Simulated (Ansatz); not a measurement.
**How the smearing shapes the phonons of Si2Mo (I4/mmm)**

Wanted: frequencies of Si2Mo (I4/mmm) solved wavevector by wavevector at several smearings. The first relaxation steps of the session are not shown, so no cell shown is the starting entry, unless a step says so.

Method: DFT PBE, scalar-relativistic, plane waves, PAW; PAW set soft_1, in Ansatz 0.2.0.

## (1) The cell after earlier relaxation steps

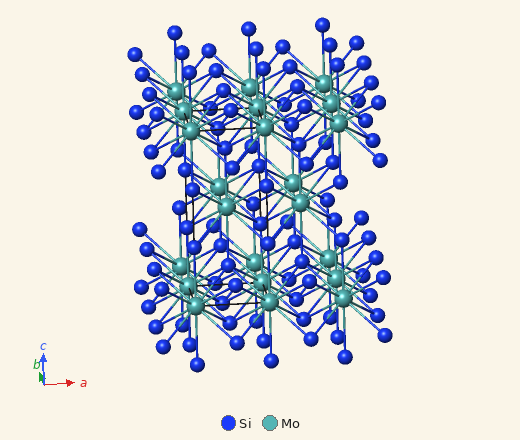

The starting structure, seen slightly off an axis (silicon blue, molybdenum teal). 2×2×1 cells are drawn. This picture shows the conventional cell, with its axes. Some periodic images of atoms are drawn too.

## (2) Relaxing tightly for phonons

Phonons are second derivatives about the minimum, so the remaining forces must be small: the thresholds are tightened. Earlier relaxation steps are not shown.

input.yaml reads:

```yaml
crystal:
  lattice:
    - [-1.6084258642, 1.6084258642, 3.9368723909]
    - [1.6084258642, -1.6084258642, 3.9368723909]
    - [1.6084258642, 1.6084258642, -3.9368723909]
  atoms:
    - { symbol: Si, position: [0.3350872405, 0.3350872405, 0.0] }
    - { symbol: Si, position: [0.6649127595, 0.6649127595, 0.0] }
    - { symbol: Mo, position: [0.0, 0.0, 0.0] }
kpoints:
  mp_grid: { grid: [12, 12, 12] }
hamiltonian:
  xc: pbe
  pseudopotentials: { kind: paw, azcp: { folder: soft_1 } }
scf:
  occupations: { method: methfessel_paxton, width: 0.2 }
output:
  forces: true
  stress: true
  eigenvalues: true
  write_density: true
  write_potential: true
  elf: true
  volumetric_format: npy
relax:
  adjacent_minimum: "off"
  f_tol: 0.001
  max_steps: 60
  cell: { stress_tol: 0.01 }
```

Run with:

```
> ansatz run input.yaml --threads 4 --pin off --max-ram 12288MiB --backend cpu --events-out ev --progress --plain --runs-dir out
```

Numbers of over 12 decimals in the logs are rounded to 6 here.

The log of the run:

```text
[the first part of the log is left out]
  E_vxc        = -320.417706  (∫ρ·V_xc dr)
  E_paw        = -4234.988289  (= ΣΔE_a)
  E_vpaw       = -162.954527  (= ΣTr[D̂ρ^β])
  E_aug_tail   = 0.000123  (compensation charges beyond the density's cutoff)
  E_ewald      = -1699.634420
  E_smearing   = 0.000035  (= −TS)
  E_closure    = -0.000000  (closes the sum)
  Σ components = -6229.160077   (vs F -6229.160077, Δ=0.00e0)
--- Forces (eV/Å), atoms counted from 1 ---
  atom   1  Si     0.00000000     0.00000000     0.00025989
  atom   2  Si     0.00000000     0.00000000    -0.00025989
  atom   3  Mo    -0.00000000     0.00000000     0.00000000
  max |Σ_I F_I| component: 7.63e-17 eV/Å
--- Stress (GPa, compression-positive) ---
        0.000029       0.000000       0.000000
        0.000000       0.000029       0.000000
       -0.000000       0.000000       0.003209
  P = ⅓ Tr σ = 0.0011 GPa (0.011 kbar)
--- Band table (eV; the first three rows and the last of 163) ---
  k-point 0: bands = ["-45.0133", "-19.1506", "-19.0805", "-19.0805", "2.4017", "9.4145", "12.2997", "12.7333", "13.1378", "13.1378", "16.0790", "18.7965", "18.9722", "19.1924", "19.1924"]
  k-point 1: bands = ["-45.0110", "-19.1474", "-19.0965", "-19.0942", "2.6137", "9.6007", "11.6643", "12.6294", "12.7897", "13.8399", "15.3168", "18.2194", "18.9968", "19.2785", "19.2891"]
  k-point 2: bands = ["-45.0048", "-19.1388", "-19.1386", "-19.1317", "3.2281", "10.0530", "10.9736", "11.5975", "12.9737", "13.8725", "14.4044", "17.8903", "19.0256", "19.4382", "19.4494"]
  k-point 162: bands = ["-45.0128", "-19.1733", "-19.0821", "-19.0821", "4.2746", "5.6881", "12.2683", "13.5748", "15.1543", "15.1543", "15.2378", "15.2378", "16.2092", "20.4144", "20.7071"]
--- Relaxed structure (3 steps of the walk, 3 accepted, 1 SCFs on fresh bases) ---
  F+E_penalty+E_count = -6229.16007693 eV   max|allowed force component| = 2.599e-4 eV/Å   (the final SCF, on the basis selected at the relaxed cell)
  cell:  # Å, volume = 40.7396 Å³
    - [-1.608510, 1.608510, 3.936492]
    - [1.608510, -1.608510, 3.936492]
    - [1.608510, 1.608510, -3.936492]
  atoms:
    - { symbol: Si, position: [0.335118, 0.335118, 0] }
    - { symbol: Si, position: [0.664882, 0.664882, 0] }
    - { symbol: Mo, position: [0, 0, 0] }
```

Run time: 4.8 s. Hardware: 4 threads of Intel Xeon Platinum 8375C at 2.90GHz (Ice Lake), shared host; peak memory 0.51 GiB; 18 s of CPU time.

Little changed from the start: no atom moved by 0.005 Å and no cell edge by 0.1 %.

Numbers from this step:

- pressure: 0.001089 GPa
- volume per atom: 13.58 Å³/atom
- metallic on mesh: yes
- gap on the k-mesh: 0 eV

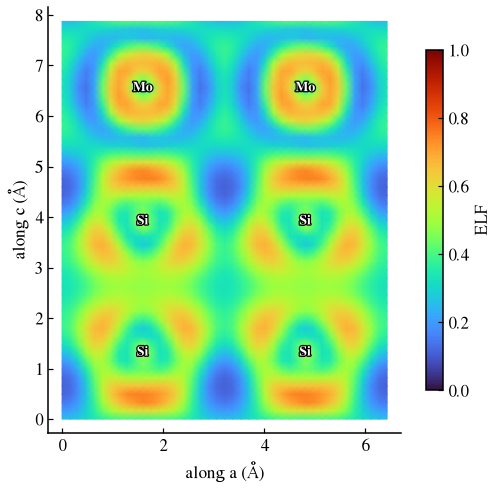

ELF in the ac plane of the conventional cell at fractional y = 0.000, with atoms of Si and Mo within 0.2 Å of it. It is the smooth field of the valence electrons, not physical close to the nuclei. The map starts off the cell's origin, so that atoms lie inside it.

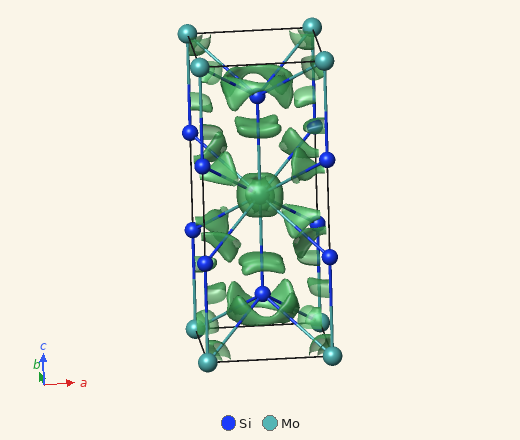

Surface of ELF = 0.67.

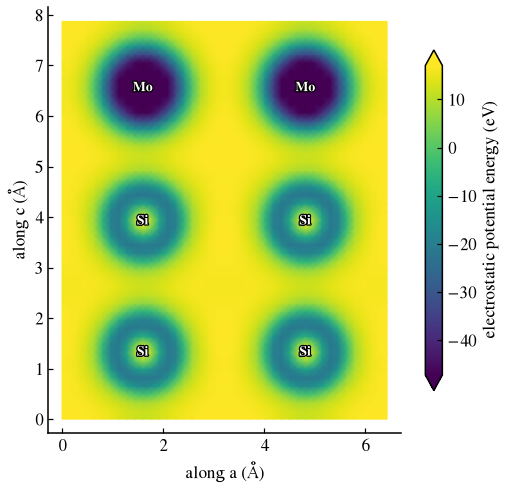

Electrostatic potential energy in the ac plane of the conventional cell at fractional y = 0.000, with atoms of Si and Mo within 0.2 Å of it. With pseudopotentials it is smooth inside the atoms' cores, unlike the true potential. The map starts off the cell's origin, so that atoms lie inside it.

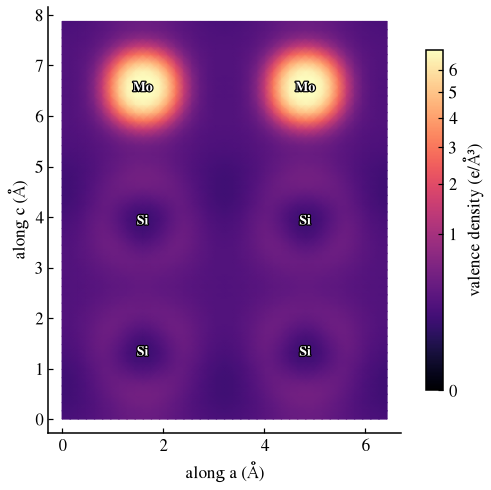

Valence density in the ac plane of the conventional cell at fractional y = 0.000, with atoms of Si and Mo within 0.2 Å of it. It is the smooth field of the valence electrons, not physical close to the nuclei. The map starts off the cell's origin, so that atoms lie inside it. The colour scale is stretched toward low values.

The largest force is now 2.6e-4 eV/Å and the largest stress component 0.0032 GPa, small enough for phonons.

## (3) Phonons along a line: Fermi–Dirac smearing of 0.1 eV

Each wavevector is solved by itself, so no interpolation smooths a dip of the branch.

input.yaml reads:

```yaml
crystal:
  lattice:
    - [-1.6085099426, 1.6085099426, 3.936491586]
    - [1.6085099426, -1.6085099426, 3.936491586]
    - [1.6085099426, 1.6085099426, -3.936491586]
  atoms:
    - { symbol: Si, position: [0.3351179796, 0.3351179796, 0.0] }
    - { symbol: Si, position: [0.6648820204, 0.6648820204, 0.0] }
    - { symbol: Mo, position: [0.0, 0.0, 0.0] }
kpoints:
  mp_grid: { grid: [18, 18, 18] }
hamiltonian:
  xc: pbe
  pseudopotentials: { kind: paw, azcp: { folder: soft_1 } }
scf:
  occupations: { method: fermi_dirac, width: 0.1 }
output:
  eigenvalues: true
phonons:
  method: dfpt
  qpoints:
    - [0, 0, 0]
    - [0.0, 0.0, 0.166666667]
    - [0.0, 0.0, 0.333333333]
    - [0.0, 0.0, 0.5]
```

The log of the run:

```text
The run solves and reports these wavevectors of phonons.qpoints, in the list's order, at another value: [0.0, 0.0, 0.166666667] as [0.0, 0.0, 0.166667], [0.0, 0.0, 0.333333333] as [0.0, 0.0, 0.333333].
[...]
Crystal: 3 atoms, lattice volume = 40.740 Å³
Basis set: ecut = 420 eV, 793 PW (Γ), exchange–correlation on 64×64×64 points (8 copies of the dense FFT grid, shifted against one another)
Bands: 15, of which v1, the nominal top of the filled ones, is band 11 counted from 1 (10 counted from 0)
Symmetry: 16 space group operations
k-points: 480 of 5832
[...]
SCF iter   1: F=—  HF=-6230.407984 eV  |F-HF|=—  |Δ(HF+E_count)|=         —  Δρ=9.30e-2  dr2=5.47e0  ethr=3.10e-3  ⟨swp⟩=5.6  Hψ=42429  notcnv=0
[...]
SCF iter  10: F=-6229.165024 eV  HF=-6229.165024 eV  |F-HF|=1.82e-12  |Δ(HF+E_count)|=  3.64e-12  Δρ=3.75e-8  dr2=8.74e-13  ethr=1.00e-12  ⟨swp⟩=5.0  Hψ=26921  notcnv=0
the search or the solves at the SCF's close seem to have found levels that the self-consistency loop had missed (the run counts 2). By its estimate they hold under 1e-12 electrons; where the run keeps them, the occupations were computed again with them
SCF 1 converged in 10 iterations: F = -6229.165024 eV  dr2 = 8.74e-13
[...]
NSCF: frozen V_eff on 480 k-points
[...]
DFPT response loops at q = (0, 0, 0) (fractional): preconditioner auto → Kerker (q_TF=auto, 2.462 Å⁻¹) (partly filled bands, converged f_vac=0.000); β = 1.00, the filter's whole step (`scf.mixing.beta` (0.50) is not read by the response loops under this deck's `scf.mixing.preconditioner`; to damp them name `kerker` or `kerker_dos`, under which they read `scf.mixing.beta`, and type it under 1.00, their step now; both keys bind the ground state too); Broyden in place of MSR1
[...]
SCF converged after 10 iterations
Free energy (F): -6229.165024 eV
[...]
Internal energy: -6229.154987 eV  (E = F + TS)
E sigma→0 (E₀):  -6229.160005 eV
Entropy (-TS):   -0.010037 eV (-3.346 meV/atom)
Fermi energy:    15.714550 eV
[...]
--- Band table (eV; the first three rows and the last of 480) ---
  k-point 0: bands = [... 7 lower, 12.7322, 13.1373, 13.1373, 16.0774, 18.7973, 18.9729, 19.1921, 19.1921]
  k-point 1: bands = [... 7 lower, 12.7569, 12.8951, 13.5418, 15.7132, 18.4733, 19.0518, 19.1425, 19.2382]
  k-point 2: bands = [... 7 lower, 12.3075, 12.8344, 14.1084, 14.8430, 18.0084, 18.9797, 19.3469, 19.3806]
  k-point 479: bands = [... 7 lower, 13.5741, 15.1530, 15.1530, 15.2382, 15.2382, 16.2075, 20.4146, 20.7075]
--- Phonons (Γ-DFPT): 4 representative perturbations + reference (Σ response iterations 12) ---
  ASR residual: 1.681e-4 → 0.000e0 eV/Å²; symmetrization residual: 2.039e-6 eV/Å²
  ASR residual per site (eV/Å²): 1.33e-5 1.33e-5 1.68e-4
  Γ frequencies (cm⁻¹): 0.00 0.00 0.00 266.84 266.84 308.52 319.90 319.90 423.91
  non-analytic LO–TO correction: not included (Born effective charges unavailable; polar crystals: no LO–TO splitting at Γ)
--- Phonons (arbitrary-q DFPT): 4 explicit q-points ---
  q = [0, 0, 0] (of the zone-centre solve; hermiticity 3.29e-7, symmetrization 1.72e-14): 0.00 0.00 0.00 266.84 266.84 308.52 319.90 319.90 423.91
  q = [0, 0, 0.166667] (4 solved perturbations in 9414 linear systems a pass and spin channel, the states on 3078 of 5832 k-point pairs; hermiticity 1.42e-7, symmetrization 9.33e-14): 107.20 125.49 182.76 267.14 268.73 313.16 335.58 361.07 423.68
[...]
sum rule: each row above includes the acoustic sum rule's correction from the zone centre's row sums; it moved no ω² by more than (0.69 cm⁻¹)²
```

Wall time 5.1 min (4 threads); peak memory 4.1 GiB.

Each wavevector solved by linear response. The frequency by |q| along the line; 7 of 9 lines:

```csv
|q| along the line (Å⁻¹),mode 1 (cm⁻¹),mode 2 (cm⁻¹),mode 3 (cm⁻¹),mode 4 (cm⁻¹),mode 5 (cm⁻¹),mode 6 (cm⁻¹),mode 7 (cm⁻¹)
0.000,0,0,0,267,267,309,320
0.460,107,125,183,267,269,313,336
0.921,178,193,234,265,274,309,349
1.381,199,212,259,270,278,301,373
```

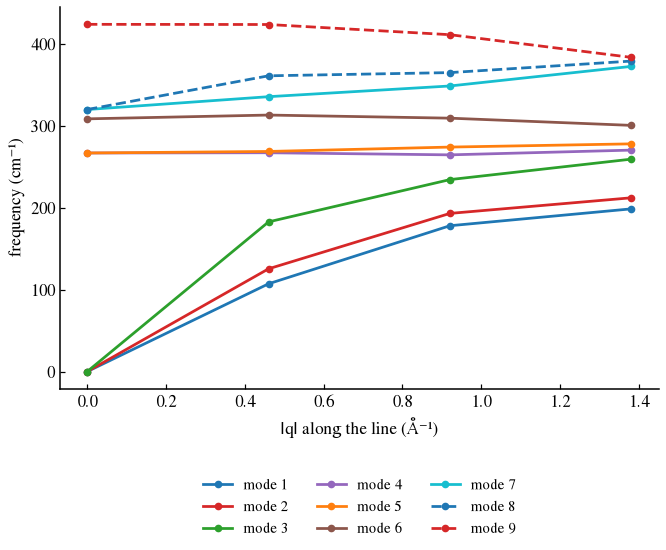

Frequency, plotted against |q| along the line.

## (4) Phonons along a line: Fermi–Dirac smearing of 0.25 eV

The smearing blurs the Fermi surface that screens the phonons; a Fermi–Dirac width is an electronic temperature.

Changes to input.yaml since step 3:

```diff
@@ -15,3 +15,3 @@
 scf:
-  occupations: { method: fermi_dirac, width: 0.1 }
+  occupations: { method: fermi_dirac, width: 0.25 }
 output:
```

Wider smearing eases the sum over k-points of a metal but moves the result away from its zero-temperature value.

The log of the run:

```text
band count auto-derived: 16 (N_el = 22.0; filled up to band 11; 15 by the electrons, moments and atoms)
[...]
Crystal: 3 atoms, lattice volume = 40.740 Å³
Basis set: ecut = 420 eV, 793 PW (Γ), exchange–correlation on 64×64×64 points (8 copies of the dense FFT grid, shifted against one another)
Bands: 16, of which v1, the nominal top of the filled ones, is band 11 counted from 1 (10 counted from 0)
Symmetry: 16 space group operations
k-points: 480 of 5832
[...]
SCF iter   1: F=—  HF=-6230.467694 eV  |F-HF|=—  |Δ(HF+E_count)|=         —  Δρ=9.36e-2  dr2=5.59e0  ethr=3.10e-3  ⟨swp⟩=5.2  Hψ=42971  notcnv=0
[...]
SCF iter   9: F=-6229.204347 eV  HF=-6229.204347 eV  |F-HF|=3.64e-12  |Δ(HF+E_count)|=  3.82e-11  Δρ=1.43e-7  dr2=8.05e-12  ethr=1.00e-12  ⟨swp⟩=5.3  Hψ=30624  notcnv=0
[...]
SCF 1 converged in 9 iterations: F = -6229.204347 eV  dr2 = 8.05e-12
[...]
SCF converged after 9 iterations
Free energy (F): -6229.204347 eV
[...]
Internal energy: -6229.089132 eV  (E = F + TS)
E sigma→0 (E₀):  -6229.146740 eV
Entropy (-TS):   -0.115215 eV (-38.405 meV/atom)
Fermi energy:    15.729401 eV
[...]
--- Band table (eV; the first three rows and the last of 480) ---
  k-point 0: bands = [... 7 lower, 12.7273, 13.1337, 13.1337, 16.0699, 18.7996, 18.9753, 19.1929, 19.1929, ... 1 higher]
  k-point 1: bands = [... 7 lower, 12.7521, 12.8919, 13.5398, 15.7067, 18.4736, 19.0494, 19.1429, 19.2387, ... 1 higher]
  k-point 2: bands = [... 7 lower, 12.3051, 12.8299, 14.1078, 14.8379, 18.0059, 18.9749, 19.3467, 19.3771, ... 1 higher]
  k-point 479: bands = [... 7 lower, 13.5674, 15.1439, 15.1439, 15.2408, 15.2408, 16.1997, 20.4170, 20.7098, ... 1 higher]
[...]
ASR residual: 6.171e-4 → 0.000e0 eV/Å²; symmetrization residual: 3.929e-6 eV/Å²
  ASR residual per site (eV/Å²): 3.03e-5 3.03e-5 6.17e-4
  Γ frequencies (cm⁻¹): 0.00 0.00 0.00 269.19 269.19 307.64 318.06 318.06 421.11
[...]
--- Phonons (arbitrary-q DFPT): 4 explicit q-points ---
[...]
```

Run time: 6.7 min. Hardware: 4 threads; peak memory 4.4 GiB.

Each wavevector solved by linear response. Table of frequency by |q| along the line; 7 of 9 lines:

```
|q| along the line (Å⁻¹)  mode 1 (cm⁻¹)  mode 2 (cm⁻¹)  mode 3 (cm⁻¹)  mode 4 (cm⁻¹)  mode 5 (cm⁻¹)  mode 6 (cm⁻¹)  mode 7 (cm⁻¹)
                   0.000              0              0              0            269            269            308            318
                   0.460            104            125            181            266            271            315            333
                   0.921            173            195            234            257            276            310            348
                   1.381            194            214            257            259            280            300            372
```

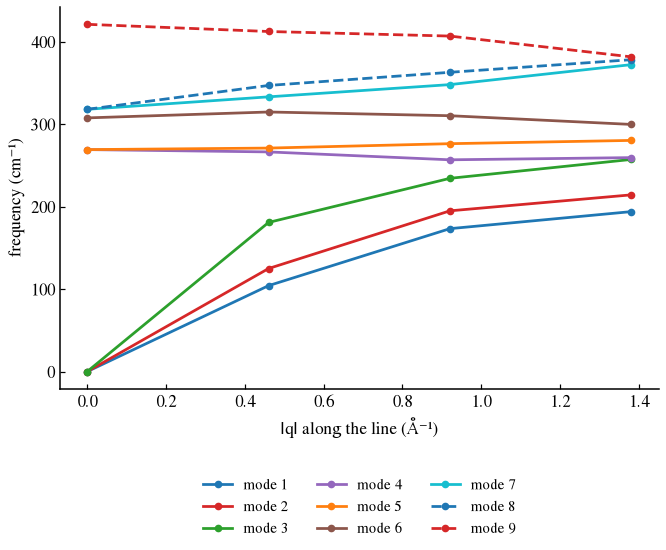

Frequency against |q| along the line.

Against step 3 (now smearing width 0.25 eV), the free energy moves by -13.1 meV an atom.

## (5) Phonons along a line: Fermi–Dirac smearing of 0.04 eV

The smearing blurs the Fermi surface that screens the phonons; a Fermi–Dirac width is an electronic temperature.

Changes to input.yaml since step 4:

```diff
@@ -15,3 +15,3 @@
 scf:
-  occupations: { method: fermi_dirac, width: 0.25 }
+  occupations: { method: fermi_dirac, width: 0.04 }
 output:
```

Narrower smearing comes nearer the zero-temperature value but asks more of the mesh.

The log of the run:

```text
[...]
Crystal: 3 atoms, lattice volume = 40.740 Å³
Basis set: ecut = 420 eV, 793 PW (Γ), exchange–correlation on 64×64×64 points (8 copies of the dense FFT grid, shifted against one another)
Bands: 15, of which v1, the nominal top of the filled ones, is band 11 counted from 1 (10 counted from 0)
Symmetry: 16 space group operations
k-points: 480 of 5832
[...]
SCF iter   1: F=—  HF=-6230.399394 eV  |F-HF|=—  |Δ(HF+E_count)|=         —  Δρ=9.28e-2  dr2=5.42e0  ethr=3.10e-3  ⟨swp⟩=6.0  Hψ=44434  notcnv=0
[...]
SCF iter  10: F=-6229.161323 eV  HF=-6229.161323 eV  |F-HF|=0.00e0  |Δ(HF+E_count)|=  3.64e-12  Δρ=3.97e-8  dr2=9.59e-13  ethr=1.00e-12  ⟨swp⟩=5.0  Hψ=26816  notcnv=0
[...]
SCF 1 converged in 10 iterations: F = -6229.161323 eV  dr2 = 9.59e-13
[...]
WARN: eigensolver did not converge in 17 slots of this pass, the one above among them; of largest residual over every band (k=458): 1 band(s) unlocked (lowest unlocked band 14, counted from 0; max residual 4.39e-4 eV among the unlocked bands, 4.39e-4 eV over every band); of lowest unlocked band (k=59): band 14
[...]
SCF converged after 10 iterations
Free energy (F): -6229.161323 eV
[...]
Internal energy: -6229.160085 eV  (E = F + TS)
E sigma→0 (E₀):  -6229.160704 eV
Entropy (-TS):   -0.001238 eV (-0.413 meV/atom)
Fermi energy:    15.719848 eV
[...]
--- Band table (eV; the first three rows and the last of 480) ---
  k-point 0: bands = [... 7 lower, 12.7320, 13.1376, 13.1376, 16.0774, 18.7972, 18.9728, 19.1922, 19.1922]
  k-point 1: bands = [... 7 lower, 12.7567, 12.8953, 13.5420, 15.7132, 18.4733, 19.0520, 19.1425, 19.2382]
  k-point 2: bands = [... 7 lower, 12.3077, 12.8342, 14.1085, 14.8430, 18.0085, 18.9799, 19.3469, 19.3807]
  k-point 479: bands = [... 7 lower, 13.5744, 15.1534, 15.1534, 15.2382, 15.2382, 16.2075, 20.4146, 20.7074]
[...]
ASR residual: 8.923e-6 → 0.000e0 eV/Å²; symmetrization residual: 1.282e-6 eV/Å²
  ASR residual per site (eV/Å²): 8.92e-6 8.92e-6 3.14e-6
  Γ frequencies (cm⁻¹): 0.00 0.00 0.00 266.78 266.78 308.88 320.15 320.15 424.35
[...]
--- Phonons (arbitrary-q DFPT): 4 explicit q-points ---
[...]
```

Elapsed: 5.7 min, on 4 threads; peak memory 4.1 GiB.

Each wavevector solved by linear response. Frequency against |q| along the line; 7 of 9 lines:

```csv
|q| along the line (Å⁻¹),mode 1 (cm⁻¹),mode 2 (cm⁻¹),mode 3 (cm⁻¹),mode 4 (cm⁻¹),mode 5 (cm⁻¹),mode 6 (cm⁻¹),mode 7 (cm⁻¹)
0.000,0,0,0,267,267,309,320
0.460,107,126,183,267,269,313,336
0.921,178,193,234,265,274,309,349
1.381,199,213,259,272,278,301,373
```

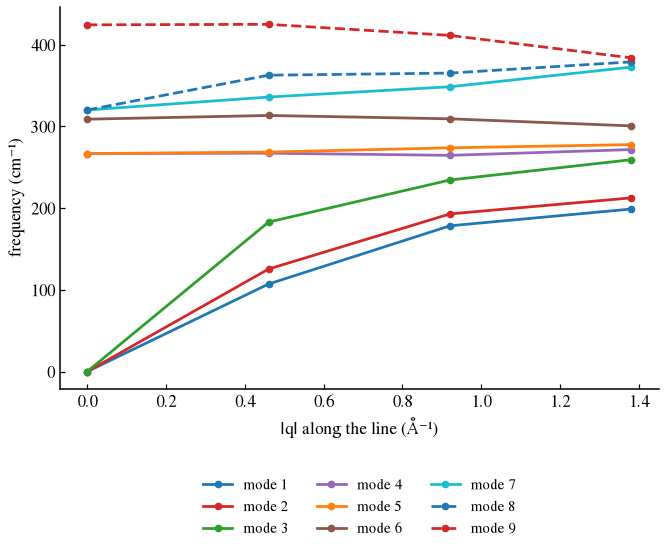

Frequency, plotted against |q| along the line.

Against step 3 (now smearing width 0.04 eV), the free energy moves by +1.2 meV an atom.

(Continued in part 2 of 2.)

[Logs are printed without paths, hosts, clocks, repeated set-up lines and the standing remarks that a program may print on its own settings, such as how far it seeks lower states.]

[Hosts, paths, dates, database ids (printed as entryN), source tags and the programs' standing remarks are cut or masked in the printed files.]
